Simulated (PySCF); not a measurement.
Breaking a bond: PH, triplet.

Levels of theory: UKS-CAM-B3LYP = PySCF with unrestricted CAM-B3LYP/cc-pVDZ; ROKS-CAM-B3LYP = PySCF with restricted open-shell CAM-B3LYP/cc-pVDZ; UCCSD = CCSD on UHF/cc-pVDZ, 5 core orbitals frozen (PySCF); ROHF/cc-pVDZ (PySCF).

Energies are in eV, each relative to the lowest point of its own curve near equilibrium.

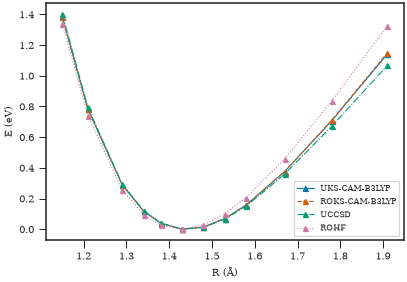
Figure: Energy against bond length for each method.

| R / Å | UKS-CAM-B3LYP | ROKS-CAM-B3LYP | UCCSD | ROHF |
|---|---|---|---|---|
| 1.15 | 1.383 | 1.384 | 1.402 | 1.339 |
| 1.21 | 0.782 | 0.783 | 0.793 | 0.739 |
| 1.29 | 0.290 | 0.290 | 0.295 | 0.257 |
| 1.34 | 0.118 | 0.118 | 0.121 | 0.095 |
| 1.38 | 0.039 | 0.039 | 0.041 | 0.026 |
| 1.43 | 0.000 | 0.000 | 0.000 | 0.000 |
| 1.48 | 0.014 | 0.014 | 0.012 | 0.029 |
| 1.53 | 0.069 | 0.069 | 0.066 | 0.101 |
| 1.58 | 0.158 | 0.157 | 0.151 | 0.207 |
| 1.67 | 0.376 | 0.376 | 0.360 | 0.458 |
| 1.78 | 0.707 | 0.709 | 0.671 | 0.834 |
| 1.91 | 1.142 | 1.149 | 1.067 | 1.326 |

At the longest distance, 1.91 Å, ROHF lies highest above its minimum (1.326 eV) and UCCSD lowest (1.067 eV).

The scan ran from 1.15 to 5.77 Å; beyond the distances shown one of the unrestricted levels run for this scan, shown here or not, changes its spin distribution in one step. The unrestricted determinant behind UCCSD is spin-contaminated at 1.91 Å (<S²> up to 2.2, against 2.00 for a pure triplet).
